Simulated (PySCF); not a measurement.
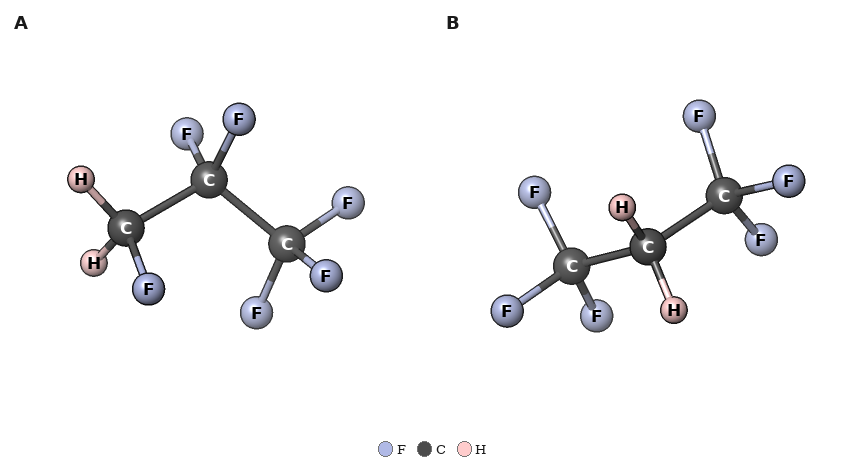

2 stationary structures of one formula. Geometries: GFN2-xTB. Electronic energies: PBE0/pcSseg-1 (PySCF 2.14.0), without zero-point energy. No frequency run is at hand to confirm each as a minimum. Each is one conformer, not always the lowest.

How are they related?

They are constitutional isomers of C3H2F6: A `FCC(F)(F)C(F)(F)F`, B `FC(F)(F)CC(F)(F)F`.

Which structure is the most stable?

B is lowest; A lies 21.6 kcal/mol above it.
